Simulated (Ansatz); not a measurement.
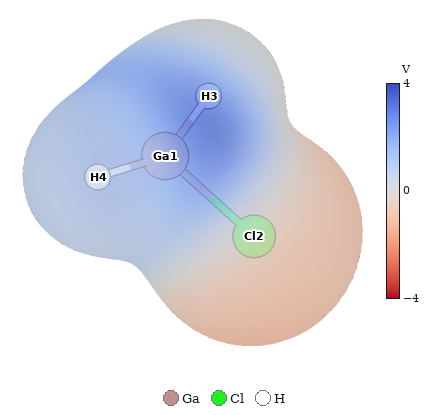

Figure 1: ClGaH2. The molecular electrostatic potential painted on the density surface at 0.002 e/bohr³, seen at a tilt; red is negative and blue positive.

Not at a stationary point (largest force 1.3 eV/Å).

These are results of RKS r2SCAN/def2-mTZVP in Ansatz 0.2.0, not measurements.

```csv
atom,x (Å),y (Å),z (Å)
Ga,0.3048,0.0000,-0.0326
Cl,1.0533,0.0000,2.0409
H,1.7907,0.0000,-0.4681
H,-1.1912,0.0000,-0.4099
```

### Which sites attract a positive test charge, and which a negative one?

A positive charge is drawn to the negative regions and a negative charge to the positive ones. The most negative region (about −1.0 V) lies over Cl2, the most positive (about +3.1 V) over Ga1.
